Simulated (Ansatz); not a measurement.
# Calculations on AlNH5Br

### Relaxation

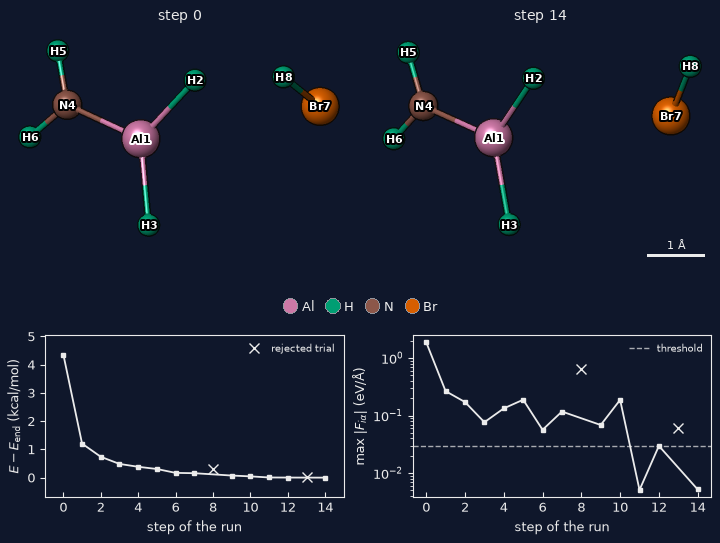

First and last geometry of a relaxation of AlNH₅Br, with the history of the run. Style: ball-and-stick. Shown at a tilt.

The run prepares an end point of a later path (reaction) calculation, from a guessed geometry.

Computed with Ansatz, RHF/def2-SVP.

The input:
```yaml
crystal:
  periodic: [false, false, false]
  atoms:
    - { symbol: Al, position_ang: [-0.101405, -0.082399, -0.139907] }
    - { symbol: H, position_ang: [-0.170797, -0.193048, 1.423184] }
    - { symbol: H, position_ang: [1.266744, 0.105339, -0.894594] }
    - { symbol: "N", position_ang: [-1.603699, -0.252225, -1.051203] }
    - { symbol: H, position_ang: [-2.511916, -0.388791, -0.650132] }
    - { symbol: H, position_ang: [-1.681904, -0.185317, -2.048431] }
    - { symbol: Br, position_ang: [-0.101719, 2.974106, 1.78777] }
    - { symbol: H, position_ang: [-0.116405, 1.526534, 2.148012] }
basis:
  gaussian: { orbitals: def2-SVP }
hamiltonian:
  xc: hf
relax:
  f_tol: 0.03
  max_steps: 50
output:
  orbitals: {}
```

Run as
```bash
ansatz run input.yaml --threads 1 --pin off --max-ram 2048MiB --backend cpu --events-out ev --progress --plain --runs-dir out
```

What do the curves and the structures tell?

It converged. After 12 accepted moves (14 points after the start) the energy has fallen by 4.36 kcal/mol. Largest force component: 1.9 eV/Å at the start, 0.0052 eV/Å at the end. The line search rejected the trial steps at points 8, 13 of the run. The forces were under the threshold at step 11, but the run went on from there. H8 moves most after the best rigid fit: 0.89 Å. Largest moves by element: H 0.89 Å, Br 0.24 Å, Al 0.15 Å, N 0.07 Å. Among the contacts that change: Br7–H8 1.492 → 1.409 Å, Al1–H2 1.569 → 1.581 Å, Al1–N4 1.765 → 1.770 Å.

Limits of the set-up: Hartree-Fock leaves out electron correlation.

### Relaxation

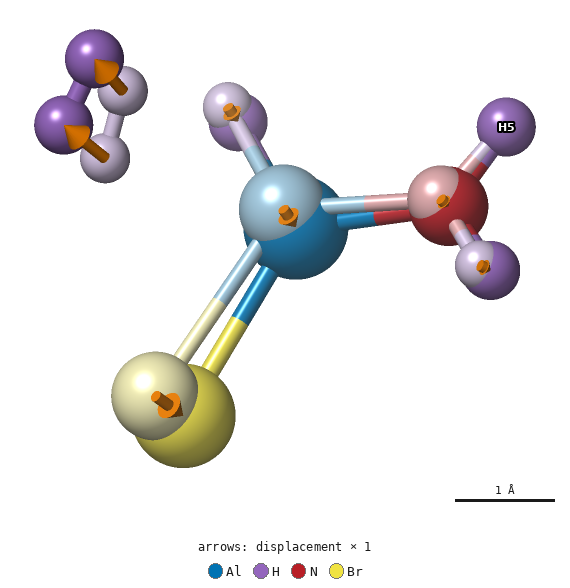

A relaxation of AlNH$_{5}$Br. The starting structure is drawn faded, the final one solid; orange arrows show the displacements, at their true length. The two geometries are superimposed by the best rigid fit.

The picture is a ball-and-stick view, seen face on.

The run prepares an end point of a later path (reaction) calculation, from a guessed geometry.

Theory: RHF/def2-SVP (Ansatz 0.2.0).

The input:
```yaml
crystal:
  periodic: [false, false, false]
  atoms:
    - { symbol: Al, position_ang: [-0.089764, 0.584541, -0.420011] }
    - { symbol: H, position_ang: [-0.118173, -0.030346, 2.271365] }
    - { symbol: H, position_ang: [1.215136, -0.267223, -0.502553] }
    - { symbol: "N", position_ang: [-1.653076, 0.034949, -0.99889] }
    - { symbol: H, position_ang: [-1.833132, -0.871439, -1.387197] }
    - { symbol: H, position_ang: [-2.495282, 0.578073, -0.989757] }
    - { symbol: Br, position_ang: [0.018679, 2.801455, 0.4227] }
    - { symbol: H, position_ang: [-0.065489, 0.674191, 2.179043] }
basis:
  gaussian: { orbitals: def2-SVP }
hamiltonian:
  xc: hf
relax:
  f_tol: 0.03
  max_steps: 50
```

Run as
```bash
ansatz run input.yaml --threads 1 --pin off --max-ram 2048MiB --backend cpu --events-out ev --progress --plain --runs-dir out
```

Q: What did the optimiser do to the structure, and how much energy did it gain?

A: After 7 accepted moves (8 points after the start) the energy has fallen by 4.13 kcal/mol. The largest force component goes from 1.6 to 0.028 eV/Å. The line search rejected the trial step at point 5 of the run. The atom that moves furthest after the best rigid fit is H8 (0.65 Å). By element the largest moves are H 0.65 Å, Br 0.47 Å, Al 0.27 Å, N 0.13 Å. Near-neighbour distances that change, for instance: Al1–Br7 2.374 → 2.272 Å, H2–H8 0.713 → 0.747 Å. Cost: 18 s on 1 thread of Arm Neoverse V1, with other jobs on the host, peak memory 0.17 GiB.

Limits of the set-up: the start holds two separate molecules, 2.6 Å apart at their closest, whose relative position is a soft coordinate and is computed without a dispersion correction; Hartree-Fock leaves out electron correlation.

### Path

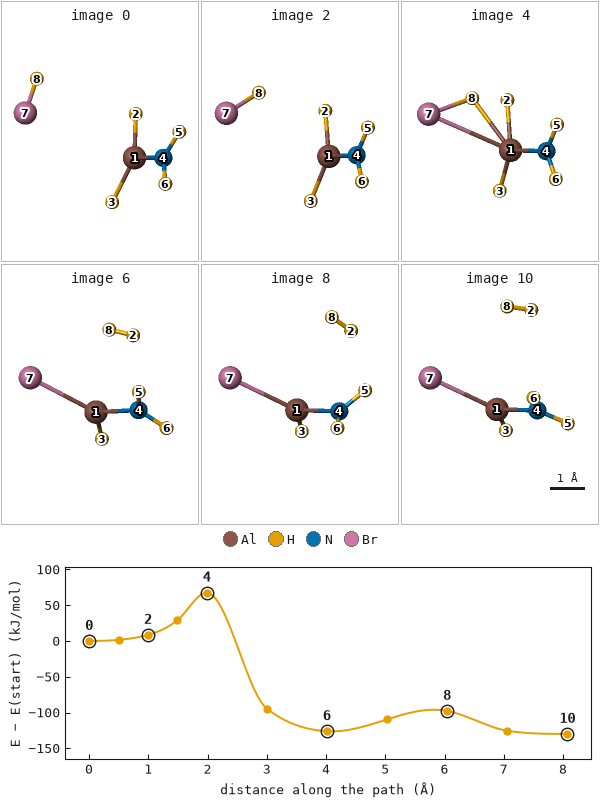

NEB run on AlNH₅Br, made up at the start of AlNH4 and HBr. Images are numbered from 0 (start) to 10 (end). Style: ball-and-stick. Shown from a free direction.

Level of theory: Ansatz 0.2.0, RHF/def2-SVP. Settings: 9 movable images; climbing image; force threshold 0.05 eV/Å; iteration limit 60; starting path through a guess of the saddle point.

Read off the barrier and say what moves.

The path has more than one stage, and so few images may leave a stage unresolved. Breaking: Al1–H2 (1.58 → 1.67 at the top → 3.58 Å), Br7–H8 (1.41 → 1.62 at the top → 3.72 Å). Forming: Al1–Br7 (3.61 → 2.75 at the top → 2.27 Å), H2–H8 (3.22 → 1.15 at the top → 0.75 Å). The highest point, image 4, lies 67.6 kJ/mol above the start and 197.5 kJ/mol above the end; the end is at −129.9 kJ/mol relative to the start. The profile has 2 maxima (images 4, 8) with a dip at image 6 (−126.2 kJ/mol), so the process runs in steps. The band converged in 27 iterations. The largest component of the band force went from 5.2 to 0.04 eV/Å. The climbing image converged on the top of the path. Its vibrational analysis gives one imaginary mode (1266i cm⁻¹), as a transition state must have.

Limits of the set-up: the start holds two separate molecules, 3.2 Å apart at their closest, whose relative position is a soft coordinate and is computed without a dispersion correction; Hartree-Fock leaves out electron correlation.
